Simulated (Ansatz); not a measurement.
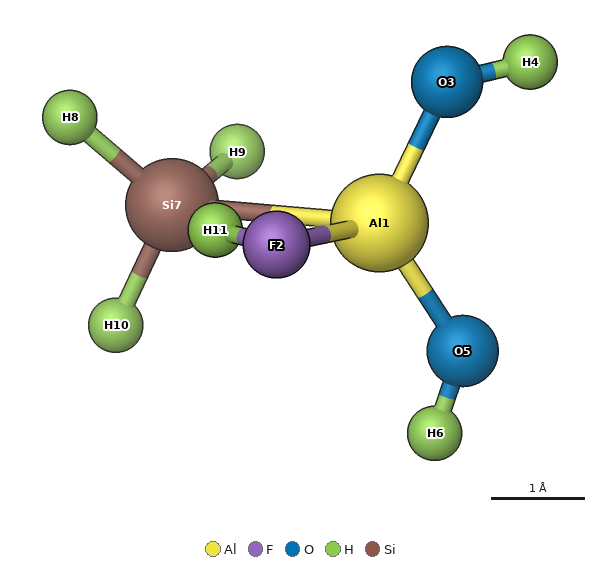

Figure 1. The starting structure (ball-and-stick view, seen at a tilt; atoms are numbered from 1 in the order of the input). Sticks mark near contacts.

## AlSiH₆O₂F: molecular dynamics (part 1 of 3)

The run: molecular dynamics of AlSiH₆O₂F. Method and program: RKS B3LYP-D4/def2-SVP (Ansatz 0.2.0).

It belongs to a series of runs on one base structure; here: dynamics from the highest image of the converged band. Figures and captions count atoms from 1; the log counts them from 0 in places.

Output
```
Engine: ansatz 0.2.0, aarch64-unknown-linux-gnu
Functional definition: B3LYP
  parameter a0 = 0.2
  parameter ax = 0.72
  parameter ac = 0.81
  exchange = (1 - a0 - ax)*slater_x + ax*b88_x + a0*exact_x
  correlation = (1 - ac)*vwn_rpa_c + ac*lyp_c
1084 factors; integrals over basis functions are off by at most 3.6e-4 eV
mean field evaluation 1: about -21366.3226 eV, gradient 7.9e1 eV
mean field evaluation 2: about -21335.8585 eV, gradient 1.5e2 eV
mean field evaluation 4: about -21377.1048 eV, gradient 8.0e0 eV
mean field evaluation 8: about -21377.2078 eV, gradient 3.1e-1 eV
mean field evaluation 16: about -21377.2081 eV, gradient 3.6e-5 eV
mean field -21377.20807477 eV, -785.5979067558 hartree, gradient 3.6e-5 eV, S^2 0.000000; 0 other end points of the search recorded, 0 dependent functions left out
the calculation of the forces begins
reference -21377.20834909 eV, -785.5979168370 hartree; 29, 29 occupied and 79, 79 virtual orbitals, 1084 factors
md step     0: t =     0.00 fs  T =   300.0 K  F+E_penalty+E_count = -21377.54379102 eV  E_kin = 0.349002 eV  conserved = -21377.19478903 eV  (26 SCF iters)
these checks for a lower state are left out or cut short: starts, cluster_reference, orbital_swaps, neighbouring_geometries, increment
1084 factors; integrals over basis functions are off by at most 3.6e-4 eV
mean field -21377.19988107 eV, -785.5976056430 hartree, gradient 6.7e-5 eV, S^2 0.000000; 0 other end points of the search recorded, 0 dependent functions left out
the calculation of the forces begins
reference -21377.20015620 eV, -785.5976157537 hartree; 29, 29 occupied and 79, 79 virtual orbitals, 1084 factors
md step     1: t =     0.50 fs  T =   292.9 K  F+E_penalty+E_count = -21377.53531404 eV  E_kin = 0.340785 eV  conserved = -21377.19452855 eV  (26 SCF iters, 3 dispersion substeps)
[... from here on the SCF iterations and repeated set-up lines of each step are left out, up to the last step ...]
md step     2: t =     1.00 fs  T =   274.9 K  F+E_penalty+E_count = -21377.51379259 eV  E_kin = 0.319797 eV  conserved = -21377.19399559 eV  (26 SCF iters, 3 dispersion substeps)
md step     3: t =     1.50 fs  T =   252.7 K  F+E_penalty+E_count = -21377.48744217 eV  E_kin = 0.293992 eV  conserved = -21377.19345048 eV  (26 SCF iters, 3 dispersion substeps)
md step     4: t =     2.00 fs  T =   233.6 K  F+E_penalty+E_count = -21377.46482298 eV  E_kin = 0.271728 eV  conserved = -21377.19309547 eV  (26 SCF iters, 3 dispersion substeps)
md step     5: t =     2.50 fs  T =   222.2 K  F+E_penalty+E_count = -21377.45157649 eV  E_kin = 0.258542 eV  conserved = -21377.19303498 eV  (25 SCF iters, 3 dispersion substeps)
md step     6: t =     3.00 fs  T =   219.5 K  F+E_penalty+E_count = -21377.44867573 eV  E_kin = 0.255397 eV  conserved = -21377.19327846 eV  (26 SCF iters, 3 dispersion substeps)
md step     7: t =     3.50 fs  T =   222.2 K  F+E_penalty+E_count = -21377.45227509 eV  E_kin = 0.258536 eV  conserved = -21377.19373890 eV  (26 SCF iters, 3 dispersion substeps)
md step     8: t =     4.00 fs  T =   224.3 K  F+E_penalty+E_count = -21377.45516656 eV  E_kin = 0.260935 eV  conserved = -21377.19423205 eV  (26 SCF iters, 3 dispersion substeps)
md step     9: t =     4.50 fs  T =   219.4 K  F+E_penalty+E_count = -21377.44977216 eV  E_kin = 0.255265 eV  conserved = -21377.19450682 eV  (26 SCF iters, 3 dispersion substeps)
md step    10: t =     5.00 fs  T =   204.3 K  F+E_penalty+E_count = -21377.43206744 eV  E_kin = 0.237716 eV  conserved = -21377.19435129 eV  (26 SCF iters, 3 dispersion substeps)
md step    11: t =     5.50 fs  T =   181.3 K  F+E_penalty+E_count = -21377.40469971 eV  E_kin = 0.210931 eV  conserved = -21377.19376825 eV  (26 SCF iters, 3 dispersion substeps)
md step    12: t =     6.00 fs  T =   157.8 K  F+E_penalty+E_count = -21377.37670157 eV  E_kin = 0.183620 eV  conserved = -21377.19308142 eV  (26 SCF iters, 3 dispersion substeps)
md step    13: t =     6.50 fs  T =   142.4 K  F+E_penalty+E_count = -21377.35847948 eV  E_kin = 0.165713 eV  conserved = -21377.19276657 eV  (26 SCF iters, 3 dispersion substeps)
md step    14: t =     7.00 fs  T =   139.0 K  F+E_penalty+E_count = -21377.35475315 eV  E_kin = 0.161696 eV  conserved = -21377.19305747 eV  (26 SCF iters, 3 dispersion substeps)
md step    15: t =     7.50 fs  T =   143.9 K  F+E_penalty+E_count = -21377.36113179 eV  E_kin = 0.167403 eV  conserved = -21377.19372871 eV  (26 SCF iters, 3 dispersion substeps)
md step    16: t =     8.00 fs  T =   148.8 K  F+E_penalty+E_count = -21377.36739701 eV  E_kin = 0.173085 eV  conserved = -21377.19431240 eV  (26 SCF iters, 3 dispersion substeps)
md step    17: t =     8.50 fs  T =   146.1 K  F+E_penalty+E_count = -21377.36445707 eV  E_kin = 0.169977 eV  conserved = -21377.19448053 eV  (25 SCF iters, 3 dispersion substeps)
md step    18: t =     9.00 fs  T =   133.4 K  F+E_penalty+E_count = -21377.34943460 eV  E_kin = 0.155225 eV  conserved = -21377.19420999 eV  (26 SCF iters, 3 dispersion substeps)
md step    19: t =     9.50 fs  T =   113.9 K  F+E_penalty+E_count = -21377.32624852 eV  E_kin = 0.132556 eV  conserved = -21377.19369289 eV  (26 SCF iters, 3 dispersion substeps)
md step    20: t =    10.00 fs  T =    94.2 K  F+E_penalty+E_count = -21377.30281209 eV  E_kin = 0.109640 eV  conserved = -21377.19317206 eV  (27 SCF iters, 3 dispersion substeps)
md step    21: t =    10.50 fs  T =    81.2 K  F+E_penalty+E_count = -21377.28725190 eV  E_kin = 0.094413 eV  conserved = -21377.19283853 eV  (26 SCF iters, 3 dispersion substeps)
md step    22: t =    11.00 fs  T =    79.1 K  F+E_penalty+E_count = -21377.28482298 eV  E_kin = 0.092026 eV  conserved = -21377.19279687 eV  (25 SCF iters, 3 dispersion substeps)
md step    23: t =    11.50 fs  T =    88.6 K  F+E_penalty+E_count = -21377.29618186 eV  E_kin = 0.103120 eV  conserved = -21377.19306156 eV  (26 SCF iters, 3 dispersion substeps)
md step    24: t =    12.00 fs  T =   106.3 K  F+E_penalty+E_count = -21377.31716289 eV  E_kin = 0.123610 eV  conserved = -21377.19355261 eV  (26 SCF iters, 3 dispersion substeps)
md step    25: t =    12.50 fs  T =   125.5 K  F+E_penalty+E_count = -21377.34012646 eV  E_kin = 0.146035 eV  conserved = -21377.19409130 eV  (26 SCF iters, 3 dispersion substeps)
md step    26: t =    13.00 fs  T =   139.6 K  F+E_penalty+E_count = -21377.35686312 eV  E_kin = 0.162435 eV  conserved = -21377.19442804 eV  (26 SCF iters, 3 dispersion substeps)
md step    27: t =    13.50 fs  T =   144.5 K  F+E_penalty+E_count = -21377.36248773 eV  E_kin = 0.168142 eV  conserved = -21377.19434610 eV  (26 SCF iters, 3 dispersion substeps)
md step    28: t =    14.00 fs  T =   141.6 K  F+E_penalty+E_count = -21377.35862027 eV  E_kin = 0.164784 eV  conserved = -21377.19383602 eV  (26 SCF iters, 3 dispersion substeps)
md step    29: t =    14.50 fs  T =   137.6 K  F+E_penalty+E_count = -21377.35327729 eV  E_kin = 0.160076 eV  conserved = -21377.19320155 eV  (26 SCF iters, 3 dispersion substeps)
md step    30: t =    15.00 fs  T =   140.3 K  F+E_penalty+E_count = -21377.35614406 eV  E_kin = 0.163244 eV  conserved = -21377.19290008 eV  (26 SCF iters, 3 dispersion substeps)
md step    31: t =    15.50 fs  T =   153.5 K  F+E_penalty+E_count = -21377.37177164 eV  E_kin = 0.178607 eV  conserved = -21377.19316455 eV  (26 SCF iters, 3 dispersion substeps)
md step    32: t =    16.00 fs  T =   173.9 K  F+E_penalty+E_count = -21377.39615083 eV  E_kin = 0.202355 eV  conserved = -21377.19379555 eV  (26 SCF iters, 3 dispersion substeps)
md step    33: t =    16.50 fs  T =   193.6 K  F+E_penalty+E_count = -21377.41962609 eV  E_kin = 0.225269 eV  conserved = -21377.19435671 eV  (26 SCF iters, 3 dispersion substeps)
md step    34: t =    17.00 fs  T =   205.3 K  F+E_penalty+E_count = -21377.43338929 eV  E_kin = 0.238856 eV  conserved = -21377.19453361 eV  (26 SCF iters, 3 dispersion substeps)
md step    35: t =    17.50 fs  T =   206.4 K  F+E_penalty+E_count = -21377.43438308 eV  E_kin = 0.240091 eV  conserved = -21377.19429189 eV  (26 SCF iters, 3 dispersion substeps)
md step    36: t =    18.00 fs  T =   199.6 K  F+E_penalty+E_count = -21377.42605534 eV  E_kin = 0.232252 eV  conserved = -21377.19380367 eV  (26 SCF iters, 3 dispersion substeps)
md step    37: t =    18.50 fs  T =   191.3 K  F+E_penalty+E_count = -21377.41585627 eV  E_kin = 0.222557 eV  conserved = -21377.19329910 eV  (26 SCF iters, 3 dispersion substeps)
md step    38: t =    19.00 fs  T =   188.0 K  F+E_penalty+E_count = -21377.41165828 eV  E_kin = 0.218693 eV  conserved = -21377.19296499 eV  (25 SCF iters, 3 dispersion substeps)
md step    39: t =    19.50 fs  T =   194.1 K  F+E_penalty+E_count = -21377.41872875 eV  E_kin = 0.225820 eV  conserved = -21377.19290895 eV  (25 SCF iters, 3 dispersion substeps)
md step    40: t =    20.00 fs  T =   210.4 K  F+E_penalty+E_count = -21377.43796388 eV  E_kin = 0.244815 eV  conserved = -21377.19314924 eV  (26 SCF iters, 3 dispersion substeps)
md step    41: t =    20.50 fs  T =   233.8 K  F+E_penalty+E_count = -21377.46560368 eV  E_kin = 0.271996 eV  conserved = -21377.19360747 eV  (27 SCF iters, 3 dispersion substeps)
md step    42: t =    21.00 fs  T =   258.3 K  F+E_penalty+E_count = -21377.49454042 eV  E_kin = 0.300434 eV  conserved = -21377.19410631 eV  (26 SCF iters, 3 dispersion substeps)
md step    43: t =    21.50 fs  T =   277.5 K  F+E_penalty+E_count = -21377.51721138 eV  E_kin = 0.322817 eV  conserved = -21377.19439449 eV  (26 SCF iters, 3 dispersion substeps)
md step    44: t =    22.00 fs  T =   288.2 K  F+E_penalty+E_count = -21377.52950496 eV  E_kin = 0.335248 eV  conserved = -21377.19425738 eV  (26 SCF iters, 3 dispersion substeps)
md step    45: t =    22.50 fs  T =   292.4 K  F+E_penalty+E_count = -21377.53390469 eV  E_kin = 0.340211 eV  conserved = -21377.19369404 eV  (26 SCF iters, 3 dispersion substeps)
md step    46: t =    23.00 fs  T =   297.6 K  F+E_penalty+E_count = -21377.53925631 eV  E_kin = 0.346237 eV  conserved = -21377.19301942 eV  (26 SCF iters, 3 dispersion substeps)
md step    47: t =    23.50 fs  T =   312.2 K  F+E_penalty+E_count = -21377.55590815 eV  E_kin = 0.363219 eV  conserved = -21377.19268912 eV  (26 SCF iters, 3 dispersion substeps)
md step    48: t =    24.00 fs  T =   340.4 K  F+E_penalty+E_count = -21377.58894765 eV  E_kin = 0.396022 eV  conserved = -21377.19292597 eV  (25 SCF iters, 3 dispersion substeps)
md step    49: t =    24.50 fs  T =   379.4 K  F+E_penalty+E_count = -21377.63492243 eV  E_kin = 0.441386 eV  conserved = -21377.19353593 eV  (25 SCF iters, 3 dispersion substeps)
md step    50: t =    25.00 fs  T =   421.7 K  F+E_penalty+E_count = -21377.68468820 eV  E_kin = 0.490575 eV  conserved = -21377.19411315 eV  (27 SCF iters, 3 dispersion substeps)
md step    51: t =    25.50 fs  T =   460.0 K  F+E_penalty+E_count = -21377.72949232 eV  E_kin = 0.535116 eV  conserved = -21377.19437641 eV  (28 SCF iters, 3 dispersion substeps)
md step    52: t =    26.00 fs  T =   490.9 K  F+E_penalty+E_count = -21377.76539490 eV  E_kin = 0.571084 eV  conserved = -21377.19431077 eV  (28 SCF iters, 3 dispersion substeps)
md step    53: t =    26.50 fs  T =   515.5 K  F+E_penalty+E_count = -21377.79373929 eV  E_kin = 0.599651 eV  conserved = -21377.19408818 eV  (28 SCF iters, 3 dispersion substeps)
md step    54: t =    27.00 fs  T =   537.0 K  F+E_penalty+E_count = -21377.81865814 eV  E_kin = 0.624741 eV  conserved = -21377.19391705 eV  (28 SCF iters, 3 dispersion substeps)
md step    55: t =    27.50 fs  T =   558.7 K  F+E_penalty+E_count = -21377.84384806 eV  E_kin = 0.649919 eV  conserved = -21377.19392917 eV  (27 SCF iters, 3 dispersion substeps)
md step    56: t =    28.00 fs  T =   581.3 K  F+E_penalty+E_count = -21377.87038864 eV  E_kin = 0.676251 eV  conserved = -21377.19413811 eV  (28 SCF iters, 3 dispersion substeps)
md step    57: t =    28.50 fs  T =   603.4 K  F+E_penalty+E_count = -21377.89638241 eV  E_kin = 0.701941 eV  conserved = -21377.19444179 eV  (29 SCF iters, 3 dispersion substeps)
md step    58: t =    29.00 fs  T =   622.1 K  F+E_penalty+E_count = -21377.91838636 eV  E_kin = 0.723717 eV  conserved = -21377.19466900 eV  (28 SCF iters, 3 dispersion substeps)
md step    59: t =    29.50 fs  T =   635.5 K  F+E_penalty+E_count = -21377.93396579 eV  E_kin = 0.739316 eV  conserved = -21377.19465002 eV  (28 SCF iters, 3 dispersion substeps)
md step    60: t =    30.00 fs  T =   644.7 K  F+E_penalty+E_count = -21377.94426527 eV  E_kin = 0.749961 eV  conserved = -21377.19430402 eV  (28 SCF iters, 3 dispersion substeps)
md step    61: t =    30.50 fs  T =   654.6 K  F+E_penalty+E_count = -21377.95523428 eV  E_kin = 0.761516 eV  conserved = -21377.19371783 eV  (27 SCF iters, 3 dispersion substeps)
md step    62: t =    31.00 fs  T =   673.1 K  F+E_penalty+E_count = -21377.97624552 eV  E_kin = 0.783065 eV  conserved = -21377.19318013 eV  (28 SCF iters, 3 dispersion substeps)
md step    63: t =    31.50 fs  T =   707.1 K  F+E_penalty+E_count = -21378.01563154 eV  E_kin = 0.822545 eV  conserved = -21377.19308662 eV  (28 SCF iters, 3 dispersion substeps)
md step    64: t =    32.00 fs  T =   757.3 K  F+E_penalty+E_count = -21378.07471104 eV  E_kin = 0.881037 eV  conserved = -21377.19367376 eV  (29 SCF iters, 3 dispersion substeps)
md step    65: t =    32.50 fs  T =   816.2 K  F+E_penalty+E_count = -21378.14432703 eV  E_kin = 0.949567 eV  conserved = -21377.19476028 eV  (29 SCF iters, 3 dispersion substeps)
md step    66: t =    33.00 fs  T =   869.7 K  F+E_penalty+E_count = -21378.20758386 eV  E_kin = 1.011771 eV  conserved = -21377.19581287 eV  (27 SCF iters, 3 dispersion substeps)
md step    67: t =    33.50 fs  T =   903.9 K  F+E_penalty+E_count = -21378.24786854 eV  E_kin = 1.051561 eV  conserved = -21377.19630772 eV  (28 SCF iters, 3 dispersion substeps)
md step    68: t =    34.00 fs  T =   911.9 K  F+E_penalty+E_count = -21378.25689594 eV  E_kin = 1.060849 eV  conserved = -21377.19604699 eV  (27 SCF iters, 3 dispersion substeps)
md step    69: t =    34.50 fs  T =   896.4 K  F+E_penalty+E_count = -21378.23802251 eV  E_kin = 1.042830 eV  conserved = -21377.19519251 eV  (28 SCF iters, 3 dispersion substeps)
md step    70: t =    35.00 fs  T =   868.1 K  F+E_penalty+E_count = -21378.20404036 eV  E_kin = 1.009938 eV  conserved = -21377.19410268 eV  (28 SCF iters, 3 dispersion substeps)
md step    71: t =    35.50 fs  T =   841.2 K  F+E_penalty+E_count = -21378.17173437 eV  E_kin = 0.978586 eV  conserved = -21377.19314885 eV  (29 SCF iters, 3 dispersion substeps)
md step    72: t =    36.00 fs  T =   828.2 K  F+E_penalty+E_count = -21378.15603153 eV  E_kin = 0.963432 eV  conserved = -21377.19259982 eV  (29 SCF iters, 3 dispersion substeps)
md step    73: t =    36.50 fs  T =   836.4 K  F+E_penalty+E_count = -21378.16563073 eV  E_kin = 0.973052 eV  conserved = -21377.19257921 eV  (29 SCF iters, 3 dispersion substeps)
md step    74: t =    37.00 fs  T =   866.4 K  F+E_penalty+E_count = -21378.20093024 eV  E_kin = 1.007871 eV  conserved = -21377.19305910 eV  (27 SCF iters, 3 dispersion substeps)
md step    75: t =    37.50 fs  T =   911.7 K  F+E_penalty+E_count = -21378.25446503 eV  E_kin = 1.060607 eV  conserved = -21377.19385836 eV  (29 SCF iters, 3 dispersion substeps)
md step    76: t =    38.00 fs  T =   962.0 K  F+E_penalty+E_count = -21378.31381477 eV  E_kin = 1.119147 eV  conserved = -21377.19466766 eV  (28 SCF iters, 3 dispersion substeps)
md step    77: t =    38.50 fs  T =  1006.9 K  F+E_penalty+E_count = -21378.36648849 eV  E_kin = 1.171349 eV  conserved = -21377.19513926 eV  (27 SCF iters, 3 dispersion substeps)
md step    78: t =    39.00 fs  T =  1040.3 K  F+E_penalty+E_count = -21378.40524833 eV  E_kin = 1.210179 eV  conserved = -21377.19506960 eV  (28 SCF iters, 3 dispersion substeps)
md step    79: t =    39.50 fs  T =  1062.8 K  F+E_penalty+E_count = -21378.43103245 eV  E_kin = 1.236442 eV  conserved = -21377.19459010 eV  (27 SCF iters, 3 dispersion substeps)
md step    80: t =    40.00 fs  T =  1080.3 K  F+E_penalty+E_count = -21378.45083040 eV  E_kin = 1.256704 eV  conserved = -21377.19412687 eV  (28 SCF iters, 3 dispersion substeps)
md step    81: t =    40.50 fs  T =  1097.9 K  F+E_penalty+E_count = -21378.47131919 eV  E_kin = 1.277272 eV  conserved = -21377.19404730 eV  (26 SCF iters, 3 dispersion substeps)
md step    82: t =    41.00 fs  T =  1116.7 K  F+E_penalty+E_count = -21378.49346347 eV  E_kin = 1.299148 eV  conserved = -21377.19431535 eV  (27 SCF iters, 3 dispersion substeps)
md step    83: t =    41.50 fs  T =  1133.3 K  F+E_penalty+E_count = -21378.51297348 eV  E_kin = 1.318409 eV  conserved = -21377.19456446 eV  (28 SCF iters, 3 dispersion substeps)
md step    84: t =    42.00 fs  T =  1144.3 K  F+E_penalty+E_count = -21378.52564574 eV  E_kin = 1.331163 eV  conserved = -21377.19448305 eV  (28 SCF iters, 3 dispersion substeps)
md step    85: t =    42.50 fs  T =  1150.2 K  F+E_penalty+E_count = -21378.53211628 eV  E_kin = 1.338047 eV  conserved = -21377.19406910 eV  (29 SCF iters, 3 dispersion substeps)
md step    86: t =    43.00 fs  T =  1155.8 K  F+E_penalty+E_count = -21378.53818177 eV  E_kin = 1.344620 eV  conserved = -21377.19356190 eV  (29 SCF iters, 3 dispersion substeps)
md step    87: t =    43.50 fs  T =  1167.5 K  F+E_penalty+E_count = -21378.55138536 eV  E_kin = 1.358158 eV  conserved = -21377.19322721 eV  (29 SCF iters, 3 dispersion substeps)
md step    88: t =    44.00 fs  T =  1189.4 K  F+E_penalty+E_count = -21378.57694013 eV  E_kin = 1.383733 eV  conserved = -21377.19320738 eV  (29 SCF iters, 3 dispersion substeps)
md step    89: t =    44.50 fs  T =  1222.2 K  F+E_penalty+E_count = -21378.61532252 eV  E_kin = 1.421819 eV  conserved = -21377.19350393 eV  (29 SCF iters, 3 dispersion substeps)
md step    90: t =    45.00 fs  T =  1261.9 K  F+E_penalty+E_count = -21378.66200672 eV  E_kin = 1.467978 eV  conserved = -21377.19402872 eV  (29 SCF iters, 3 dispersion substeps)
md step    91: t =    45.50 fs  T =  1301.5 K  F+E_penalty+E_count = -21378.70873622 eV  E_kin = 1.514094 eV  conserved = -21377.19464203 eV  (28 SCF iters, 3 dispersion substeps)
```
